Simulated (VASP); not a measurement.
Band structure of SiO₂ (space group R32). All values below come from PBEsol GGA, VASP's PBE PAW potentials (set 64) (plane waves; VASP 6.6.1).

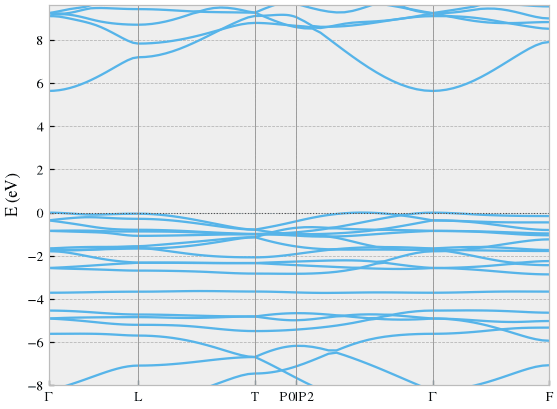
Fig. 1. Bands along high-symmetry lines, zero at the valence-band maximum or, without a gap, the Fermi level

Read the plot: is there a gap, and where are the band edges?

The gap is indirect, 5.64 eV, from the valence maximum at P2-Γ at 0.47 to the conduction minimum at Γ. (Edges off the drawn lines would not show.)

The structure comes from a computed database's SiO2 entry (R32); how it stands against other phases isn't given here. It was relaxed first.
